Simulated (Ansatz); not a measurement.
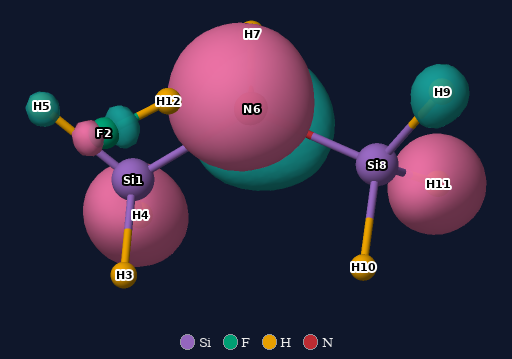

H7NSi2···HF. The HOMO at ±0.15 Å⁻³ᐟ² (teal and pink are the two phases), seen from one side.

Not at a stationary point (largest force 0.8 eV/Å).

All numbers below come from Ansatz, RKS B3LYP-D4/6-31G*.

```yaml
atoms:
  - { symbol: Si, position_ang: [-0.5296, 0.2213, -0.2108] }
  - { symbol: F, position_ang: [0.5180, -1.2150, 1.9547] }
  - { symbol: H, position_ang: [0.5562, 0.9326, 0.4869] }
  - { symbol: H, position_ang: [-0.9228, 1.0417, -1.3936] }
  - { symbol: H, position_ang: [-0.1432, -1.1232, -0.7046] }
  - { symbol: N, position_ang: [-1.9116, 0.0403, 0.9250] }
  - { symbol: H, position_ang: [-2.5811, -0.6492, 0.5914] }
  - { symbol: Si, position_ang: [-2.5891, 1.2920, 1.9406] }
  - { symbol: H, position_ang: [-3.3475, 0.6615, 3.0575] }
  - { symbol: H, position_ang: [-1.4661, 2.0928, 2.4864] }
  - { symbol: H, position_ang: [-3.5285, 2.2105, 1.2333] }
  - { symbol: H, position_ang: [-0.3929, -1.1054, 2.1255] }
```

Question: Where does this orbital lie, and at what energy?

Answer: By Hirshfeld shares it lies mainly on N6 (about 50 %), Si8 (about 10 %), Si1 (about 10 %), H4 (about 10 %) and H11 (about 5 %). Its energy is −7.38 eV.
